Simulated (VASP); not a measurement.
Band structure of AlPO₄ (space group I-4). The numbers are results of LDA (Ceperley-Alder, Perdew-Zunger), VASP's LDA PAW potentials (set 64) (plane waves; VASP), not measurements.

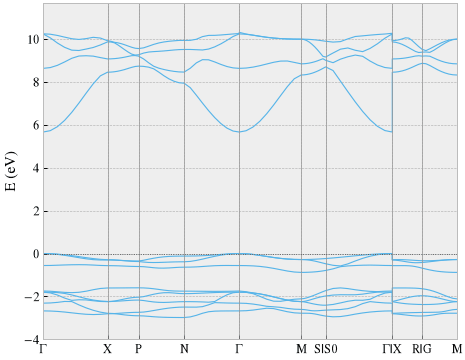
Figure: Bands along high-symmetry lines, zero at the valence-band maximum or, without a gap, the Fermi level

Question: Read the plot: is there a gap, and where are the band edges?

Answer: The gap is direct, 5.66 eV, from the valence maximum at Γ to the conduction minimum at Γ. (Edges off the drawn lines would not show.)

The structure comes from a computed database's AlPO4 entry (I-4); how it stands against other phases isn't given here. It was relaxed first.
